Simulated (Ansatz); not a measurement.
# CH6ClGeNO: small, medium and large basis sets

How large a basis does CH6ClGeNO need? Two functionals are run in growing sets.

Program: Ansatz 0.2.0, Gaussian basis. Level of theory: one geometry, several basis sets. These are calculated values, not measurements.

The runs, in order: PBE0-D4/def2-SVP; ωB97M-V/def2-SVP; PBE0-D4/def2-QZVPP; ωB97M-V/def2-QZVPP; the functionals' def2-TZVPP values are taken from earlier runs.

## (1) The geometry

An earlier PBE0-D4 in a triple-zeta def2 set relaxation fixed the geometry.

SMILES `C[O][GeH]([NH2])[Cl]`, 11 atoms, charge 0, spin multiplicity 1.

Atoms are counted from 1 here; the program's logs count them from 0.

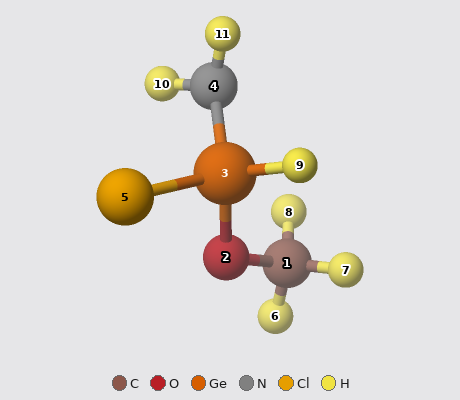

The geometry (carbon brown, oxygen red, germanium orange, nitrogen grey, chlorine amber, hydrogen yellow); atoms are numbered from 1 in the order of the file.

## (2) PBE0-D4 in def2-SVP

File in.yaml:

```yaml
crystal:
  periodic: [false, false, false]
  atoms:
    - {symbol: C, position_ang: [-0.841920, 0.750753, 1.401822]}
    - {symbol: O, position_ang: [-0.697721, 0.988428, 0.016332]}
    - {symbol: Ge, position_ang: [0.637536, 0.210425, -0.830066]}
    - {symbol: N, position_ang: [0.420762, -1.586233, -0.684607]}
    - {symbol: Cl, position_ang: [0.421089, 0.960373, -2.831963]}
    - {symbol: H, position_ang: [-1.755712, 1.251545, 1.727505]}
    - {symbol: H, position_ang: [-0.003084, 1.162888, 1.976966]}
    - {symbol: H, position_ang: [-0.927671, -0.317355, 1.629716]}
    - {symbol: H, position_ang: [2.015773, 0.609605, -0.290260]}
    - {symbol: H, position_ang: [-0.417859, -1.948542, -1.117319]}
    - {symbol: H, position_ang: [1.214109, -2.138988, -0.977526]}
basis:
  gaussian: {orbitals: def2-SVP}
hamiltonian: {xc: pbe0, dispersion: d4}
output: {orbitals: {seedname: orbitals}}
```

Command:

```console
$ ansatz run in.yaml --threads 2 --pin off --events-out ev --progress --plain --max-ram 31744MiB --backend cpu
```

After this run come: ωB97M-V in def2-SVP; PBE0-D4 in def2-QZVPP; ωB97M-V in def2-QZVPP.

**Question.** What will the summary of the whole plan be? Wanted: PBE0-D4: double and triple zeta above quadruple; ωB97M-V: double and triple zeta above quadruple.

**Answer**, as computed:

| quantity | value |
| --- | --- |
| PBE0-D4: double and triple zeta above quadruple | 18.98, 1.88 eV |
| ωB97M-V: double and triple zeta above quadruple | 19.05, 1.82 eV |

What this shows: For PBE0-D4 the step from double to triple zeta gains 17.11 eV and the next only 1.88 eV. These are total energies; as a rule much of such shifts cancels in differences, which this series doesn't test. The LUMO of ωB97M-V is positive and keeps falling with the basis (2.69 to 1.55 eV): an unbound level that the basis holds in place.
